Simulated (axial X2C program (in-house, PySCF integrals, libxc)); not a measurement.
**Relativistic diatomic calculation, with input and output: BrSi⁺**

System: BrSi⁺. The reference is closed-shell BrSi⁺; the roots are vertical excitation energies. The distance is the PBE0 minimum at charge 1.
Method: EOM-EE-CCSD, two-component X2C with atomic mean-field Coulomb and Gaunt terms, Br dyall-acv3z, Si dyall-av3z (cores contracted) (axial X2C program (in-house, PySCF integrals, libxc)).

### Summary

| quantity | value |
| --- | --- |
| outcome | converged |
| HF energy of the reference BrSi⁺ | −2892.86220 hartree |
| MP2 energy of the reference BrSi⁺ | −2893.10056 hartree |
| CCSD energy of the reference BrSi⁺ (with the MP2 share of the virtual spinors left out of the coupled-cluster step) | −2893.12695 hartree |
| CCSD(T) energy of the reference BrSi⁺ | −2893.13827 hartree |
| T1 diagnostic (spinor form; for a closed shell √2 times the usual value) | 0.029 |
| hardware | 1 thread of Arm Neoverse V1, 112 GiB of memory available, shared host |
| wall time | 27 s |
| peak memory | 0.65 GiB |

### The input
```
{"zs": [35, 14], "q": 1, "bas": ["dyall-acv3z", "dyall-av3z"], "r0": 2.3, "eom": "ee", "thr": -2.0, "nmax": 88}
```

The line is the task of a batch: nuclear charges, charge, bases, a first guess of the distance and further settings. This report covers the levels named above. The log is that of the reference distance 2.115 Å.

The run was one of a batch that the task file lists, launched with:
```bash
python <driver script> task.json out
```

### The program's output
```
two-component X2C + atomic mean field  HF
basis functions 180  fitting functions 975  grid points 5079
iter        total energy     max residual
   1      -2892.838977326     2.07e-01
   2      -2892.861078540     5.75e-03
   3      -2892.861946341     3.72e-03
   4      -2892.862142528     1.10e-03
   5      -2892.862187478     5.52e-04
   6      -2892.862197612     1.25e-04
   7      -2892.862199084     6.12e-05
   8      -2892.862199232     1.20e-05
   9      -2892.862199241     2.30e-06
  10      -2892.862199241     1.27e-06
converged
one-electron -4254.66999617  Coulomb 1351.55777554  exact exchange -111.31905013  xc functional 0.00000000  nuclear repulsion 122.59897558  atomic mean-field constant -1.02990406
correlated 10  virtual 248  natural virtual 88  E(MP2) -0.238358830  MP2 remainder -0.023360394
iter   CCSD correlation   residual
   1     -0.231276241   1.35e-01
   2     -0.239150240   5.63e-02
   3     -0.241337132   2.42e-02
   4     -0.241345390   6.99e-03
   5     -0.241384152   2.18e-03
   6     -0.241386169   9.39e-04
   7     -0.241386833   2.75e-04
   8     -0.241389586   8.85e-05
   9     -0.241388968   3.23e-05
  10     -0.241389105   1.56e-05
  11     -0.241388857   8.14e-06
  12     -0.241388868   4.32e-06
(T) -0.0113199949749318  T1 0.0291  D1 0.0432  max T2 0.067
EOM-EE-CCSD roots
2*Omega      energy/Eh   energy/eV  one-particle weight
    0       0.12897566      3.5096      0.959
    0       0.12920124      3.5157      0.959
    0       0.16608839      4.5195      0.925
    0       0.18834576      5.1251      0.903
    0       0.19034000      5.1794      0.909
    2       0.13020912      3.5432      0.959
    2       0.16506574      4.4917      0.924
    2       0.17923522      4.8772      0.921
    2       0.18702925      5.0893      0.915
    4       0.13154675      3.5796      0.959
    4       0.17625713      4.7962      0.915
    4       0.19240680      5.2357      0.901
    6       0.17419614      4.7401      0.921
```

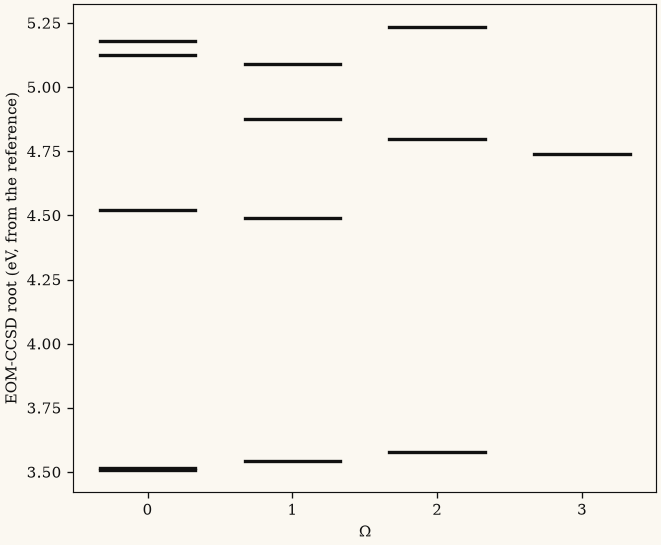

*EOM-CCSD roots by Ω at 2.12 Å.*

The lowest has Ω = 0 and lies at 3.510 eV, with one-particle weight 0.96.
